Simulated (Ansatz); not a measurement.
## Run report: AlBH$_{4}$S, nudged elastic band (part 2 of 2)

AlBH$_{4}$S; RKS CAM-B3LYP/STO-3G (Ansatz 0.2.0). The run did not end well. It belongs to a series of runs on one base structure; here: band between the two ends.

Geometry of the input (Å):
```
Al -1.2022  0.1997  -0.3212
B  0.5814  0.3284  0.5983
S  2.0468  -0.5670  0.3107
H  -2.2656  -0.7344  0.1721
H  -1.5208  1.0406  -1.5204
H  0.7193  1.1030  1.4653
H  1.6410  -1.3703  -0.7050
```

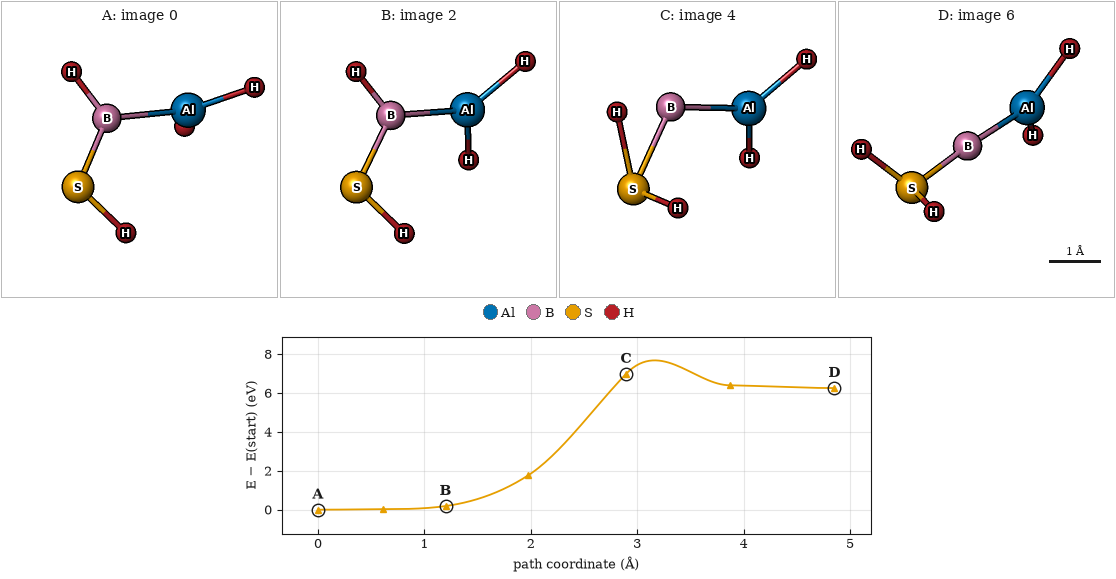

Fig. 1: Images of the last band (counted from 0; ball-and-stick, seen at a tilt) above the energy along the path; the line is a cubic interpolation that uses the forces. The highest image is number 4, 6.979 eV above the start and 0.725 eV above the end; the end lies 6.254 eV above the start. The path is 4.85 Å long. The band had not converged after 60 iterations.

```
Unfinished report: {"positions_ang":[[-1.5047636937770665,0.2658128598290825,-0.49977392754889327],[0.32972801627650855,0.5876567998335896,0.5223613145346947],[1.5737897625903832,-0.8589753461340088,0.8726629837106084],[-2.3886713103100017,-0.9392065740277855,-0.2270373134035073],[-2.100109463231045,1.2238803168196513,-1.5080533742278621],[1.8583373098457605,0.746633472056522,1.128115679105647],[2.231678378605461,-1.025800518377052,-0.28827537217068816]],"unchecked":["starts","cluster_reference","orbital_swaps","neighbouring_geometries","increment"],"mean_field":{"relativity":"none","state":{"energy":{"ev":-17956.956256458554,"hartree":-659.905970762739},"converged":true,"gradient_ev":8.664494939008106e-6,"stability":{"kind":"minimum","curvature_ev":5.834777008226191},"curvature_floor_ev":0.00030000000000000003,"spin_squared":-3.907985046680551e-14},"others":[],"fillings":{"estimated":0,"unestimated":0,"tried":0,"untried":0,"excluded_magnetic_sites":0},"n_dropped_functions":0,"n_trapped_functions":0,"passes":{"evaluations":3,"products":23},"factors":{"origin":"Cholesky decomposition","count":346,"bound_ev":0.000016472047920541807},"gradient_stop_ev":0.00009,"reference_kind":"stationary","functional":{"name":"CAM-B3LYP","citations":["Yanai, Tew & Handy, Chem. Phys. Lett. 393, 51 (2004) doi:10.1016/j.cplett.2004.06.011","Iikura, Tsuneda, Yanai & Hirao, J. Chem. Phys. 115, 3540 (2001) doi:10.1063/1.1383587","Becke, Phys. Rev. A 38, 3098 (1988) doi:10.1103/PhysRevA.38.3098","Lee, Yang & Parr, Phys. Rev. B 37, 785 (1988) doi:10.1103/PhysRevB.37.785","Vosko, Wilk & Nusair, Can. J. Phys. 58, 1200 (1980) doi:10.1139/p80-159"],"text":"name \"CAM-B3LYP\"\ncite \"Yanai, Tew & Handy, Chem. Phys. Lett. 393, 51 (2004) doi:10.1016/j.cplett.2004.06.011\"\ncite \"Iikura, Tsuneda, Yanai & Hirao, J. Chem. Phys. 115, 3540 (2001) doi:10.1063/1.1383587\"\ncite \"Becke, Phys. Rev. A 38, 3098 (1988) doi:10.1103/PhysRevA.38.3098\"\ncite \"Lee, Yang & Parr, Phys. Rev. B 37, 785 (1988) doi:10.1103/PhysRevB.37.785\"\ncite \"Vosko, Wilk & Nusair, Can. J. Phys. 58, 1200 (1980) doi:10.1139/p80-159\"\nparameter alpha = 0.19\nparameter beta = 0.46\nparameter omega = 0.33/bohr\nparameter ac = 0.81\n# Exact exchange under (alpha + beta erf(omega r))/r, Becke's under what is left of 1/r.\nexchange = (1 - alpha - beta)*b88_x + beta*b88_x_sr(omega) + alpha*exact_x + beta*exact_x_lr(omega)\ncorrelation = (1 - ac)*vwn5_c + ac*lyp_c\n","parameters":{"ac":{"value":0.81,"default":0.81},"alpha":{"value":0.19,"default":0.19},"beta":{"value":0.46,"default":0.46},"omega":{"value":0.33,"default":0.33,"unit":"/bohr"}},"final_grid":{"core_spheres":13.0,"valence_spheres":11.0,"degree":36.0},"final_grid_parameter_source":"default","radial_points_factor":1.0,"radial_grid_error_ev":3.761455755150831e-7,"grid_sensitivity":"normal","grid_sensitivity_ratio":0.001105456905326488},"unsmoothed_excess_ev":-0.00008645952649912474,"symmetry":{"irreps":["A"],"axes":[[0.9994840719103169,-0.0015257606645496316,0.032082114206631755],[0.00121582197509812,0.9999524271064053,0.009678083536233733],[-0.03209535440679411,-0.009634084201623058,0.9994383786142589]],"occupied":[{"A":19},{"A":19}]},"held":{"pivots":344,"left_out":0,"joined":2},"density_repulsion":{"missed_ev":0.000012201016941998425,"excess_ev":3.0799326337546153e-6,"most_excess_ev":0.0001026,"are_drawn_again":false,"n_first_factors":346,"energy_change_ev":0.0,"n_dropped_ends":0}},"factors":{"origin":"Cholesky decomposition","count":346,"bound_ev":0.000016472047920541807},"n_frozen":0,"n_occupied":[19,19],"n_virtual":[8,8],"reference":{"ev":-17956.956256458554,"hartree":-659.905970762739},"total":{"ev":-17956.956256458554,"hartree":-659.905970762739},"forces_ev_per_angstrom":[[0.7782715831218456,0.18484937276419128,0.36996686776135995],[2.3126689384072643,0.8257021547601961,0.3983630612946907],[0.968141924508539,-3.2763780848555655,0.3739813648352756],[0.33760405609388294,0.30712670089691707,0.1732383645264314],[0.3460355660054374,-0.09365806217402915,0.18856057916476945],[-4.319976603546623,2.2287171259185987,-0.8495789436815665],[-0.4227454645873362,-0.17635920731304774,-0.6545312939006082]],"charge_distribution":{"dipole_moment_e_ang":[0.2468608442211894,-0.13849375804318276,-0.16030527679419038],"mulliken_charges_e":[0.6808161238098318,-0.23021951902729754,0.03413015575303646,-0.25299509369225426,-0.25199812578680003,0.021874365871569768,-0.0016079069281302871],"lowdin_charges_e":[0.5649787535201884,-0.2618822242909191,0.10672200280878563,-0.21227649666362014,-0.21040087265912488,0.029805996612469077,-0.01694715932782631]},"n_threads":1,"memory_gib":1.7045454550534487,"seconds":{"hamiltonian":0.644461393,"orbitals":0.0,"second_order":0.0,"solver_start":0.0,"cycles":0.0,"cycle":0.0,"perturbative":0.0,"full_ci_increment":0.0,"forces":0.0}}
this run last wrote the band of iteration 60 to [file]
Error: NEB band did not converge after 60 iterations: max|band force component| = 7.13e-1 eV/Å (threshold 5.0e-2); raise `neb.max_iterations` in a new run, which can start from the last band evaluated (`neb.initial_path`, with `crystal.atoms` and `neb.final_atoms` set to its first and last images), add images, or start from endpoints closer to local minima. Where this run's directory can be resumed (`checkpoint.write`), a resume goes on for up to `neb.max_iterations` more; to start a new run from the last band, take its images' positions from the `neb_iteration` event of iteration 60 (`data.images[].positions_ang`), in the event stream of the run that computed that iteration (not this run's, if it was resumed behind it). With `checkpoint.write`, `steps/00-neb/state/checkpoint.json` in the run directory holds the last saved band, under `neb.evaluated.images[].positions_ang` (a band under a hybrid functional on support functions is neither saved nor resumed: `neb.initial_path` says where its path is): check the last entry of `neb.iterations` there, which is earlier than 60 if that iteration was not saved or its write failed. If the band's step has no `state` directory and holds `state.next`, a write was cut short, and the file is under `state.next` instead (behind a loss of power it can be under `state.prev`)
this run wrote the band of iteration 60 to [file] as well, whether or not its events were kept: a new run's `neb.initial_path` can list its `images[].positions_ang`
a run's events are kept only if it was started with --events-out <file>, and are in that file
```

### The last band as extended XYZ (Å, eV, eV/Å)
```
7
Properties=species:S:1:pos:R:3:forces:R:3 image=0 energy=-17963.93507
Al   -1.2022    0.1997   -0.3212   -0.0068   0.0023   0.0011
B     0.5814    0.3284    0.5983   -0.0011  -0.0030  -0.0068
S     2.0468   -0.5670    0.3107    0.0010   0.0017   0.0014
H    -2.2656   -0.7344    0.1721    0.0052   0.0033  -0.0038
H    -1.5208    1.0406   -1.5204    0.0016  -0.0052   0.0035
H     0.7193    1.1030    1.4653    0.0020   0.0009   0.0043
H     1.6410   -1.3703   -0.7050   -0.0018   0.0001   0.0003
7
Properties=species:S:1:pos:R:3:forces:R:3 image=1 energy=-17963.91033
Al   -1.1694    0.2236   -0.3323   -0.0223  -0.0034   0.0008
B     0.6046    0.4117    0.5940   -0.0049  -0.0192  -0.0114
S     1.9788   -0.6280    0.3348    0.0097   0.0064   0.0290
H    -2.0191   -0.9812   -0.0627   -0.0729   0.0395  -0.0020
H    -1.6434    1.2122   -1.3537   -0.0152  -0.0105   0.0106
H     0.8139    1.2466    1.3870    0.0198  -0.0211  -0.0229
H     1.4346   -1.4850   -0.5670    0.0857   0.0085  -0.0040
7
Properties=species:S:1:pos:R:3:forces:R:3 image=2 energy=-17963.74840
Al   -1.2039    0.2879   -0.3944    0.2115  -0.0342   0.0338
B     0.6223    0.4309    0.5294    0.1152  -0.1339  -0.0538
S     1.9034   -0.7518    0.5665    0.3299   0.2194  -0.2076
H    -1.9555   -1.0098   -0.2967    0.1067   0.0259   0.1064
H    -1.9175    1.3324   -1.2070    0.2848   0.0767   0.1079
H     0.9925    1.2776    1.2498   -0.6950   0.2434   0.1022
H     1.5586   -1.5672   -0.4476   -0.3532  -0.3974  -0.0888
7
Properties=species:S:1:pos:R:3:forces:R:3 image=3 energy=-17962.16564
Al   -1.3365    0.3186   -0.4591    0.7067   0.1318   0.2782
B     0.5480    0.4314    0.5291    1.0779  -0.7546   0.0211
S     1.7458   -0.8821    0.8016    0.7550  -0.3260  -0.2633
H    -2.2528   -0.8724   -0.2340    0.5197   0.2415   0.2153
H    -1.9633    1.2843   -1.4424    0.5149   0.0178   0.2626
H     1.2725    1.0899    1.2184   -2.7552   1.7940   0.2667
H     1.9862   -1.3697   -0.4135   -0.8191  -1.1046  -0.7806
7
Properties=species:S:1:pos:R:3:forces:R:3 image=4 energy=-17956.95617
Al   -1.5048    0.2658   -0.4998    0.7783   0.1848   0.3700
B     0.3297    0.5877    0.5224    2.3127   0.8257   0.3984
S     1.5738   -0.8590    0.8727    0.9681  -3.2764   0.3740
H    -2.3887   -0.9392   -0.2270    0.3376   0.3071   0.1732
H    -2.1001    1.2239   -1.5081    0.3460  -0.0937   0.1886
H     1.8583    0.7466    1.1281   -4.3200   2.2287  -0.8496
H     2.2317   -1.0258   -0.2883   -0.4227  -0.1764  -0.6545
7
Properties=species:S:1:pos:R:3:forces:R:3 image=5 energy=-17957.53909
Al   -1.6231    0.2054   -0.5518   -0.0208  -0.0126   0.0225
B    -0.0090    0.4663    0.4378    0.0411  -0.0916  -0.0419
S     1.4335   -0.3581    0.8206    0.0521  -0.0582  -0.0232
H    -2.4426   -1.0067   -0.2227   -0.1292   0.0698   0.0688
H    -2.1486    1.1801   -1.5612    0.0662  -0.0308  -0.0431
H     2.4804    0.4566    1.2460   -0.0650   0.0235   0.0762
H     2.3093   -0.9436   -0.1686    0.0556   0.0999  -0.0593
7
Properties=species:S:1:pos:R:3:forces:R:3 image=6 energy=-17957.68146
Al   -1.7052    0.1553   -0.5086   -0.0033   0.0000   0.0051
B     0.0510   -0.0792    0.1000    0.0000  -0.0052   0.0002
S     1.5521   -0.4425    0.7675   -0.0007   0.0047  -0.0088
H    -2.8272   -0.6523    0.0714    0.0012   0.0013  -0.0019
H    -2.0103    1.1563   -1.5822    0.0008  -0.0001  -0.0014
H     2.3288    0.6330    1.2723    0.0021   0.0005   0.0036
H     2.6108   -0.7707   -0.1205   -0.0002  -0.0013   0.0032
```

### Outcome

- outcome: not converged
- barrier, forward (band not converged): 6.979 eV
- barrier, backward: 0.725 eV
- wall time: 3.3 min
- peak memory: 0.11 GiB

### What went wrong

The run did not converge: “NEB band did not converge after 60 iterations: max|band force component| = 7.13e-1 eV/Å (threshold 5.0e-2); raise `neb.max_iterations` in a new run, which can start from the last band evaluated (`neb.initial_path`, with `crystal.atoms` and `neb.final_atoms` set to its first and last images), add images, or start from endpoints closer to local minima …” Its last values are not results.
